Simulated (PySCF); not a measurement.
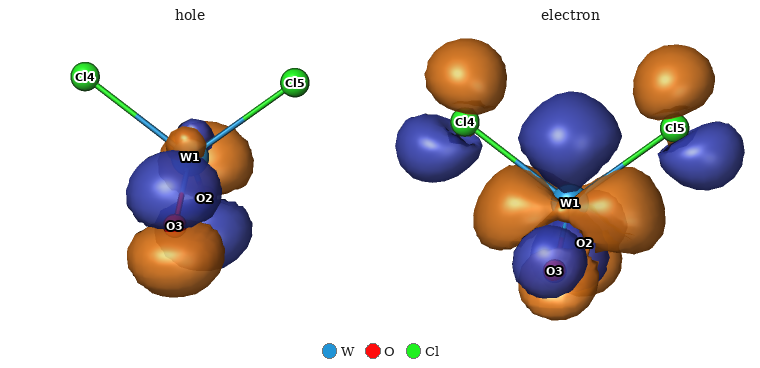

Cl₂O₂W. Leading natural transition orbital pair of T₁ (TDA triplet states); the surfaces enclose about 85 % of each orbital's density.

Computed with PySCF, PBE0/def2-SVPD, geometry: GFN2-xTB. Core potentials replace the inner electrons of W; spin–orbit coupling isn't included. This is a single-reference result, which may miss multireference character in this system. No frequency check shows the geometry to be a minimum. GFN2-xTB bond lengths at metals and heavier atoms can be off by up to 0.1 Å and shapes distorted, which carries into these values.

Q: Characterise the state.

A: 4.36 eV (284 nm), spin-forbidden from the singlet ground state, ligand-to-metal charge transfer; the leading pair carries 99 %; hole on O2 and O3 (43 % each) and W1 (11 %), electron on W1 (56 %), Cl4 and Cl5 (13 % each) and O2 and O3 (9 % each); their centroids lie 1.1 Å apart. In canonical orbitals it is mainly HOMO → LUMO (97 %). The HOMO–LUMO gap is 6.38 eV.

Cost of the run: 2.9 min on 1 thread of Intel(R) Xeon(R) Processor @ 2.70GHz (shared host), peak memory 0.67 GiB.
